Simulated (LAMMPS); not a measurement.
Consider ZnS (zinc blende), 4096 atoms, at 2400 K and 0 GPa, heated as the crystal in molecular dynamics.

Model: classical MD, pair style sw, file CdTeZnSeHgS0.sw; code LAMMPS.

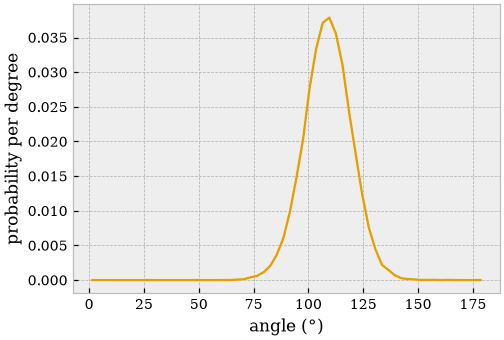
Probability per degree against angle (°)

Read from the full data:
- state found: crystal; no diffusion seen in 30 ps
- most common S-Zn-S angle: in the 3° bin centred on 109.5° (mean of all 109°)

Caution: in nature this polymorph isn't the stable one over the whole range of temperature at this pressure, and short runs keep a crystal in its starting form. Caution: this crystal lies over the melting point of about 2210 K that CdTeZnSeHgS0.sw gives, so it is superheated.
